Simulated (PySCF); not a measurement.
Input

```
{"job": {"kind": "sp", "xc": "PBE0", "basis": "ma-def2-TZVP", "d3": "d3bj", "grid": 2}, "charge": 0, "multiplicity": 1}
O      0.010055     0.389321    -0.005043
H     -0.750400    -0.193268     0.078951
H      0.763227    -0.201133    -0.098966
```

Command:

```sh
OMP_NUM_THREADS=1 python redox_run.py task.json out
```

Geometry: PBE0-D3(BJ)/ma-def2-SVP.

The calculation used DFT single point, gas phase, functional PBE0 (PySCF 2.14.0, density-fitted response routines).

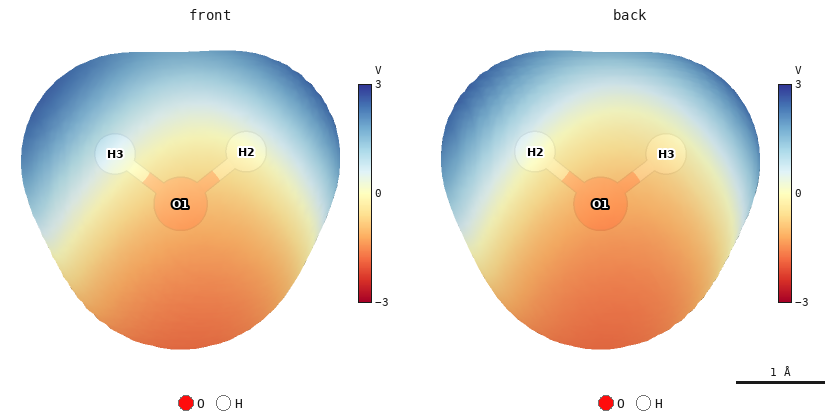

H$_{2}$O. The molecular electrostatic potential painted on the density surface at 0.002 e/bohr³, seen from the front and from behind; red is negative and blue positive.

Where is the surface potential most negative and most positive?

The most negative region (about −1.8 V, or −42 kcal/mol for a unit charge) lies over O1, the most positive (about +2.5 V, or +58 kcal/mol for a unit charge) over H2 and H3. O1 is the likeliest acceptor of a hydrogen bond.

How polar is the molecule by this calculation?

Its dipole moment is 2.10 D.
